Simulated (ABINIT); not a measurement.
# How far to go with the plane-wave cutoff: MgB₂ (P6mm, 3 atoms in the cell)

```xyz
3
Lattice="1.5527 -2.6894 0.0000 1.5527 2.6894 0.0000 0.0000 0.0000 3.5376" Properties=species:S:1:pos:R:3 pbc="T T T"
Mg     0.0000     0.0000     0.0500
B      1.5527     0.8965     1.7688
B      1.5527    -0.8965     1.7688
```

Method: PBEsol, norm-conserving pseudopotentials (PseudoDojo nc-sr-04 PBEsol standard) (plane waves; ABINIT).

Base settings: pseudos = [Mg.upf, B.upf]; ecut = 42 Ha; ixc = -116133; occopt = 3; tsmear = 0.1 eV; ngkpt = 4 4 3; nshiftk = 1; shiftk = 0 0 0; potentials = PseudoDojo nc-sr-04 PBEsol standard; nband = 13.

The second cell is the first with its lattice scaled by 0.98.

The mesh stays at the base's, so the ladder's end is converged at best in this setting alone.

Only quantities that move along the ladder and can be compared are tabulated.

The count of work is k-points × plane waves × bands × iterations; it is no time. 

The starting cell has typed, rounded lattice constants, without a prior relaxation at this level. Its lattice was rescaled by up to half a per cent. One atom was moved a little off its site on purpose. In the base run, with a pressure of about -5 GPa the cell is away from its equilibrium volume at this level. Without a gap this mesh is coarse (it stands for a supercell whose shortest vector is 11 Å).

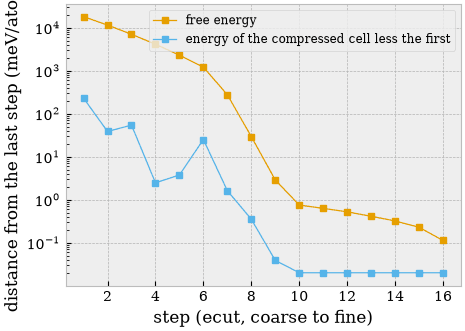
Figure: Distance from the last step along the ladder; very small values are drawn at a floor.

| ecut | free energy less the last step's (meV/atom) | energy of the compressed cell less the first (meV/atom) | pressure (GPa) | largest difference of a force vector from the last step's (eV/Å) | count of work / last |
|---|---|---|---|---|---|
| 15 Ha | 17962.51 | 226.57 | -651.52 | 0.006 | 0.058 |
| 17 Ha | 11452.12 | 35.53 | -505.70 | 0.154 | 0.070 |
| 19 Ha | 6988.31 | -57.02 | -374.32 | 0.046 | 0.082 |
| 21 Ha | 4106.06 | -0.41 | -265.13 | 0.050 | 0.096 |
| 23 Ha | 2286.65 | 0.86 | -178.02 | 0.019 | 0.11 |
| 25 Ha | 1201.39 | 22.14 | -113.23 | 0.030 | 0.13 |
| 29 Ha | 274.69 | -1.26 | -39.85 | 0.001 | 0.15 |
| 34 Ha | 29.14 | -3.23 | -10.73 | 0.002 | 0.20 |
| 38 Ha | 2.86 | -2.84 | -5.86 | 0.001 | 0.23 |
| 42 Ha | 0.75 | -2.88 | -5.23 | 0.002 | 0.27 |
| 46 Ha | 0.63 | -2.88 | -5.21 | 0.002 | 0.31 |
| 50 Ha | 0.52 | -2.88 | -5.21 | 0.002 | 0.35 |
| 57 Ha | 0.41 | -2.88 | -5.21 | 0.002 | 0.43 |
| 63 Ha | 0.32 | -2.87 | -5.21 | 0.002 | 0.49 |
| 74 Ha | 0.23 | -2.87 | -5.20 | 0.001 | 0.63 |
| 84 Ha | 0.11 | -2.87 | -5.21 | 0.000 | 0.76 |
| 101 Ha | 0.00 | -2.88 | -5.20 | 0.000 | 1.0 |

Coarsest ecut that holds the energy of the compressed cell less the first within 2 meV/atom of the last step, with all finer ones: 29 Ha, at 0.15 of the last step's count of work; the step before is off by 25 meV/atom.

Coarsest ecut that holds the forces within 0.01 eV/Å of the last step, with all finer ones: 29 Ha, at 0.15 of the last step's count of work; the step before is off by 0.030 eV/Å.

Coarsest ecut that holds the free energy within 2 meV/atom of the last step, with all finer ones: 42 Ha, at 0.27 of the last step's count of work; the step before is off by 2.9 meV/atom.

The energy difference between the two cells stays within 1 meV/atom of the last step's from 34 Ha on, the total only from 42 Ha on: much of the error is common to both cells and cancels.

At the lowest cutoff the pressure lies 646 GPa under the last step's, the usual sign of Pulay stress in an incomplete plane-wave basis.
